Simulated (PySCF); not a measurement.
C4H10N, SMILES [CH2]C(C)(C)N, doublet at its GFN2-xTB optimised geometry (Å):

```
15

C      0.4735     0.7929     2.4845
C      0.1214     0.0925     1.2292
C      0.6133    -1.3556     1.2318
C      0.6480     0.8345     0.0000
N     -1.3567     0.0524     1.1162
H      0.4484     0.2640     3.4193
H      0.4720     1.8666     2.5185
H      0.2400    -1.8827     2.1069
H      0.2561    -1.8654     0.3414
H      1.6993    -1.3817     1.2483
H      0.2897     0.3480    -0.9029
H      0.3010     1.8654     0.0000
H      1.7344     0.8345     0.0000
H     -1.7574    -0.4378     1.9090
H     -1.7344     0.9940     1.1018
```

Calculation: unrestricted PBE0/def2-TZVP run with PySCF 2.14.0. Cells within 0.4 Å of a nucleus heavier than hydrogen are left out (blank, or x).

Map of the electrostatic potential (hartree/e), clipped to [-0.08, 0.12] on the plane z = 0.0 Å:

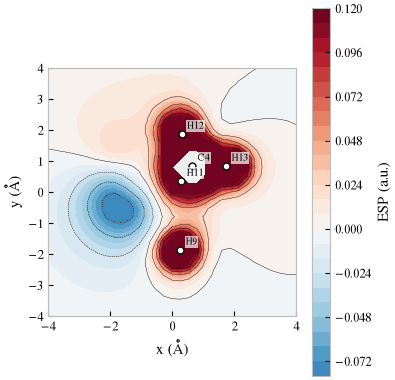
*Electrostatic potential (hartree/e), clipped to [-0.08, 0.12] on the plane z = 0.0 Å.*
